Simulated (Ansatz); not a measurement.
# Lattice dynamics of CsMgF3 (Pm-3m), part 3 of 3

Task: relax CsMgF3 (Pm-3m), then find its harmonic phonons.

Ansatz 0.2.0; DFT PBEsol, scalar-relativistic, plane waves, PAW; PAW set soft_1.

So far. Step 3 (Relaxing to small forces for the phonons): The forces vanish by symmetry and the pressure is -0.006 GPa, within the tolerances set. The cell now holds 14.61 Å³/atom. Step 4 (Zone-centre response): Before it was imposed, the acoustic sum rule was missed by 0.0011 eV/Å² and the charge sum rule by 2.8e-5 e. Small misses are needed for a sound result but don't prove that mesh and cutoff are converged. The lowest optical mode is real, 149 cm⁻¹. The relaxed cell has a = 4.181 Å (conventional setting).

## Step 5: The dispersion (continued)

The phonon density of states has structure finer than the step of the table below, so its rows give means over 20 cm⁻¹, whole bins alone (the curve runs from 2.5 to 432 cm⁻¹). Peaks (cm⁻¹: height): 92.5: 0.127, 182.5: 0.0934, 197.5: 0.0881, 212.5: 0.0782, 227.5: 0.0760, 247.5: 0.0828, 262.5: 0.110.

Tetrahedra on a 16×16×16 mesh, mean over bins of 5 cm-1. Interpolated from a 4×4×4 q mesh. The phonon density of states by wavenumber; means over each step:

```tsv
wavenumber (cm⁻¹)	phonon density of states (1/cm⁻¹/cell)
20	0.00101
40	0.00486
60	0.0157
80	0.0732
100	0.0548
120	4.7e-4
140	0.00241
160	0.0371
180	0.0666
200	0.0664
220	0.0606
240	0.0662
260	0.0850
280	0.0599
300	0.0479
320	0.0275
340	0.0241
360	0.00884
380	0.0217
400	0.0176
420	0.00775
```

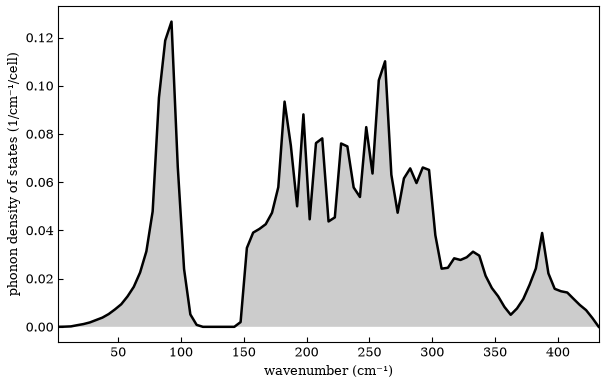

Phonon density of states, plotted against wavenumber.

The partial phonon density of states has structure finer than the step of the table below, so its rows give means over 25 cm⁻¹, whole bins alone (the curve runs from -10 to 452 cm⁻¹). Peaks (cm⁻¹: height): Cs 88.9: 0.116; F 184.9: 0.0694, 211.1: 0.0640, 231.4: 0.0693, 257.6: 0.0727, 330.3: 0.0202, 388.5: 0.0224; Mg 167.4: 0.0109, 260.5: 0.0306, 289.6: 0.0244, 315.8: 0.0171, 391.4: 0.00965.

Phonopy on the run's constants, 13x13x13 mesh, Gaussian sigma 3.3 cm-1. Interpolated from a 4×4×4 q mesh. The partial phonon density of states by wavenumber; means over each step; values in 1/cm⁻¹/cell:

```tsv
wavenumber (cm⁻¹)	Cs	F	Mg
25	0.00118	4.3e-4	1.8e-4
50	0.00660	0.00168	6.9e-4
75	0.0471	0.00385	0.00173
100	0.0534	0.00163	0.00110
125	1.8e-4	6.8e-6	3.2e-6
150	0.00326	0.0109	0.00499
175	0.00421	0.0449	0.00959
200	0.00145	0.0582	0.00758
225	6.8e-4	0.0577	0.00384
250	7.9e-4	0.0623	0.0140
275	2.3e-4	0.0409	0.0235
300	1.4e-4	0.0280	0.0187
325	1.5e-4	0.0155	0.0130
350	9.1e-5	0.00969	0.00539
375	9.8e-5	0.0115	0.00471
400	1.5e-4	0.0102	0.00811
425	7.0e-5	0.00242	0.00286
```

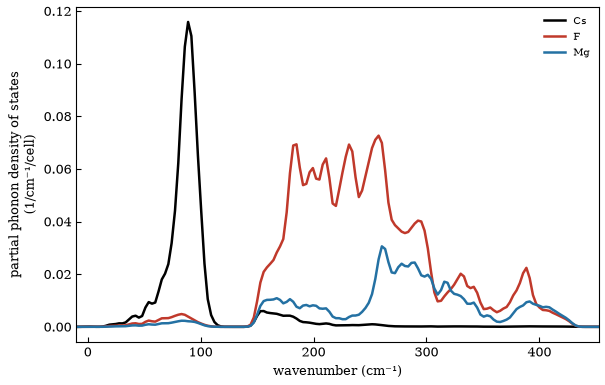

Partial phonon density of states, plotted against wavenumber.

Harmonic thermodynamic functions per atom, from the density of states. Interpolated from a 4×4×4 q mesh. Thermodynamic functions, by row:

```tsv
T (K)	F_vib (meV/atom)	S (J/mol-atom/K)	C_V (J/mol-atom/K)
0	41.02	0	0
50	40.72	2.042	4.41
100	38.31	7.523	12.11
200	24.44	18.85	19.95
300	0.21	27.5	22.48
400	-31.87	34.13	23.5
500	-70.08	39.43	24
600	-113.3	43.83	24.28
700	-160.7	47.59	24.45
800	-211.8	50.86	24.57
900	-266	53.76	24.64
1000	-323.1	56.36	24.7
```

Harmonic mean-square displacement, third of the trace. Interpolated from a 4×4×4 q mesh. Mean square displacements, by row:

```tsv
T (K)	Cs1 U_eq (Å²)	Mg2 U_eq (Å²)	F3 U_eq (Å²)	F4 U_eq (Å²)	F5 U_eq (Å²)
0	0.00147	0.00286	0.00399	0.00399	0.00399
100	0.00294	0.00355	0.00481	0.00481	0.00481
300	0.00804	0.00716	0.00977	0.00977	0.00977
600	0.01594	0.01351	0.01852	0.01852	0.01852
```

Symmetry leaves 10 wavevectors to solve. The lowest mode among them, the acoustic zeros apart, lies at q = (0, 0, 0.25) and is real, 58.8 cm⁻¹.

## Step 6: Isotope substitution

An isotope changes the mass and not the force constants, so no new electronic calculation is needed; the shifts show which modes move this element.

The same force constants with the mass of Mg changed from 24.305 to 25.983 u (phonopy, no LO-TO term). Both lists are sorted by frequency; levels can cross, so a row need not hold one and the same mode. Modes under 3 cm⁻¹ are left out. Isotope shifts, by row, the first 40 of 57 rows:

```tsv
q	rank	natural mass (cm⁻¹)	changed mass (cm⁻¹)
0 0 0	4	148.7	147.7
0 0 0	5	148.7	147.7
0 0 0	6	148.7	147.7
0 0 0	7	216.1	216.1
0 0 0	8	216.1	216.1
0 0 0	9	216.1	216.1
0 0 0	10	262.6	257.3
0 0 0	11	262.6	257.3
0 0 0	12	262.6	257.3
0 0 0	13	305.4	304.7
0 0 0	14	305.4	304.7
0 0 0	15	305.4	304.7
0 0 0.25	1	58.82	58.68
0 0 0.25	2	58.82	58.68
0 0 0.25	3	82.04	81.92
0 0 0.25	4	150.8	149.4
0 0 0.25	5	150.8	149.4
0 0 0.25	6	186.6	184.1
0 0 0.25	7	220.8	220.8
0 0 0.25	8	220.8	220.8
0 0 0.25	9	222.4	222.4
0 0 0.25	10	260.7	255.8
0 0 0.25	11	260.7	255.8
0 0 0.25	12	302.5	301.6
0 0 0.25	13	302.5	301.6
0 0 0.25	14	304.8	304.8
0 0 0.25	15	422.7	415
0 0 -0.5	1	85.05	85.05
0 0 -0.5	2	85.05	85.05
0 0 -0.5	3	113.8	113.8
0 0 -0.5	4	152.1	150.2
0 0 -0.5	5	152.1	150.2
0 0 -0.5	6	211.3	208.6
0 0 -0.5	7	225.7	225.7
0 0 -0.5	8	225.7	225.7
0 0 -0.5	9	228.4	228.4
0 0 -0.5	10	258.3	253.9
0 0 -0.5	11	258.3	253.9
0 0 -0.5	12	299.6	298.4
0 0 -0.5	13	299.6	298.4
```

A mode of this element alone would shift by -3.28 %. The highest zone-centre frequency without the field goes from 305.4 to 304.7 cm⁻¹ (-0.2 %). The product of the frequency ratios over all optical modes at Γ is 0.915; the product rule, (m/m′)^(3k/2) (M′/M)^(3/2) with k = 1 such atoms and M the mass of the cell, gives 0.915.

## Step 7: What came out

* space group after relaxation (within 0.01 Å): Pm-3m
* volume per atom: 14.6 Å³
* gap on the k-mesh: 6.88 eV
* highest optical mode at the zone centre (no LO-TO term): 305 cm⁻¹
* top of the zone-centre spectrum with the field: 430 cm⁻¹
* lowest optical zone-centre mode: 149 cm⁻¹
* mean high-frequency dielectric constant: 2.52
* mean static dielectric constant: 7.51
* largest Born charge (third of the trace): 2.17 e
* lowest mode on the q mesh (acoustic modes at Γ apart): 58.8 cm⁻¹
* highest frequency on the path or at a solved wavevector: 430 cm⁻¹
* zero-point energy per atom: 41.0 meV
* heat capacity at 300 K: 22.5 J/(mol atoms K)
* vibrational entropy at 300 K: 27.5 J/(mol atoms K)
* Debye temperature (second moment): 442 K
* imaginary modes on the 4×4×4 q mesh: none

**Reading.** The structure is a minimum as far as tested: no mode is imaginary at the 10 irreducible wavevectors of the 4×4×4 mesh, and the softest away from the acoustic zeros lies at 59 cm⁻¹. Without the field, the optical modes at Γ span 149 to 305 cm⁻¹. The highest mode in this list at Γ, 305.4 cm⁻¹, is mostly motion of F (92 % of the kinetic energy). With the macroscopic field of the longitudinal modes the top of the zone-centre spectrum lies at 430 cm⁻¹, against 305 cm⁻¹ without it. Lattice motion raises the mean dielectric constant from 2.515 to 7.506. The strongest infrared line is at 263 cm⁻¹. No mode is Raman active to first order. On the path and the mesh, the widest gap between branches runs from 114 to 149 cm⁻¹. Spin-orbit coupling is left out, which can matter for the heavy elements here. The PAW files were made for PBE and serve the other functionals too. These are harmonic frequencies at zero temperature: anharmonic shifts, linewidths and thermal expansion are left out.

[Logs are printed without paths, hosts, clocks, repeated set-up lines and the standing remarks that a program may print on its own settings, such as how far it seeks lower states.]

[Hosts, paths, dates, database ids (printed as entryN), source tags and the programs' standing remarks are cut or masked in the printed files.]
